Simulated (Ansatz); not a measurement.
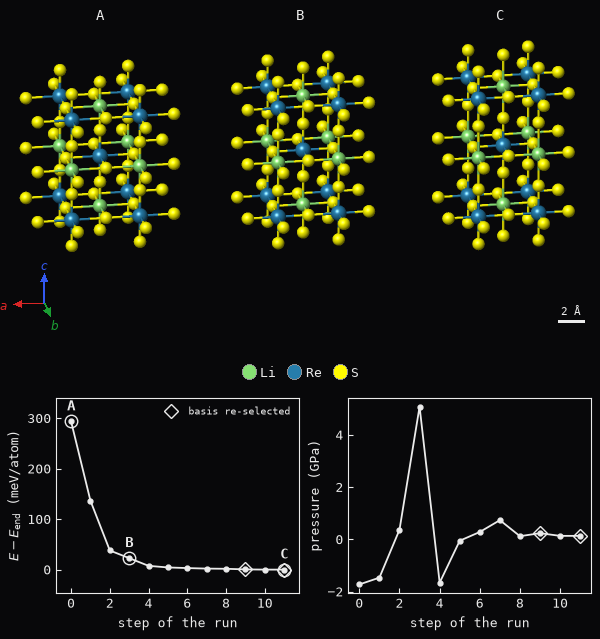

Frames of a relaxation of crystalline LiReS4 (a generated structure, set up in I4/mmm) (coarse preliminary run), marked on the history of the run. A ball-and-stick model of the conventional cell (2 times the calculation's cell), seen from a free direction. Lengths and directions refer to the drawn axes.

Computed with DFT PBE, scalar-relativistic, plane waves, PAW in Ansatz 0.2.0. (plane-wave cutoff 420 eV; k-point mesh 4 × 4 × 4; occupations gaussian; smearing width 0.1 eV; collinear spin; cell and atoms relaxed; force threshold 0.04 eV/Å; at most 70 steps)

Describe the path.

After 9 accepted moves (11 points after the start) the energy has fallen by 294 meV per atom. Largest force component: 1.3 eV/Å at the start, 0.014 eV/Å at the end. Pressure: −1.72 GPa at the start and 0.13 GPa at the end. The SCF was repeated twice at an unchanged geometry on a basis and grid sized afresh for the cell, which shifted the energy by 1.2 meV per atom at most. The largest moves relative to the cell, 0.27 Å, are those of S atoms. Re and Li stay in place. The drawn cell changes as follows: a = b 5.406 → 4.764 Å (−11.9 %), c 8.346 → 9.841 Å (+17.9 %); the volume changes by −8.4 %. Near-neighbour distances that change, for instance: Li–S 2.009 → 2.639 Å, Li–S 2.703 → 2.382 Å, Re–S 2.703 → 2.382 Å, Re–S 2.164 → 2.281 Å. The space group stays I4/mmm (No. 139). The program noted that the starting moments weren't kept. The run may lie on a higher electronic state than the lowest, so the end point isn't shown to be the ground-state structure. From step 0 to 3: S atoms move most (0.16 Å), volume −14.1 %, energy −271 meV per atom. From step 3 to 11: S atoms move most (0.10 Å), volume +6.6 %, energy −22.8 meV per atom.

```
step  E − E(0), meV/atom  largest force component, eV/Å  pressure, GPa  volume, Å³/atom                      note
   0                0.00                         1.2977          -1.72           20.323                          
   1             -157.27                         0.6710          -1.46           18.862                          
   2             -255.77                         0.9925           0.37           17.664                          
   3             -270.91                         0.7743           5.08           17.457                          
   4             -286.21                         0.1298          -1.66           18.884                          
   5             -289.36                         0.0897          -0.05           18.555                          
   6             -290.60                         0.0780           0.28           18.450                          
   7             -291.65                         0.0680           0.74           18.378                          
   8             -292.03                         0.0035           0.12           18.486                          
   9             -293.23                         0.0078           0.24           18.486  same geometry, new basis
  10             -293.65                         0.0136           0.13           18.614                          
  11             -293.68                         0.0136           0.13           18.614  same geometry, new basis
```
